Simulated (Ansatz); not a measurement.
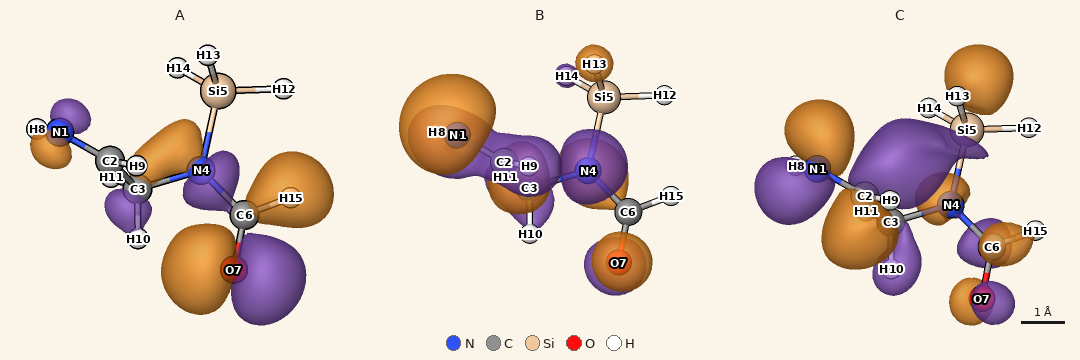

C₃H₈N₂OSi (SMILES N=CCN([SiH3])C=O). Three frontier orbitals at ±0.08 Å⁻³ᐟ² (orange and purple are the two phases), in no order.

Computed with Ansatz 0.2.0, RKS PBE0-D4/6-31G.

```xyz
15

N    -1.4333   -1.8075   -1.2967
C    -0.5608   -1.9468   -0.3704
C    -0.8079   -2.1396    1.1018
N    -0.0470   -3.2795    1.6285
Si   -0.3772   -4.9369    0.9797
C     0.8770   -3.0298    2.6154
O     1.1200   -1.9094    3.0868
H    -2.4059   -1.8419   -0.9543
H     0.4906   -1.9227   -0.6647
H    -0.4660   -1.2572    1.6606
H    -1.8806   -2.2767    1.2967
H     0.3499   -5.8817    1.8862
H     0.1095   -5.0745   -0.4309
H    -1.8606   -5.1573    1.0260
H     1.3970   -3.9313    2.9667
```

Q: Order the three orbitals by energy and name them.

A: A is the HOMO−1 (−7.62 eV). By Hirshfeld shares it lies mainly on O7 (about 70 %), C6 (about 10 %) and H15 (about 5 %); largely a lone pair of O7. B is the HOMO (−7.24 eV). Its weight (Hirshfeld) is mainly on N1 (about 45 %), N4 (about 15 %), O7 (about 10 %), C2 (about 10 %) and C3 (about 5 %). C is the LUMO (−0.55 eV). Its weight (Hirshfeld) is mainly on N1 (about 30 %), C2 (about 30 %) and Si5 (about 10 %).

Q: What is the HOMO–LUMO gap?

A: 6.69 eV between the orbital energies.
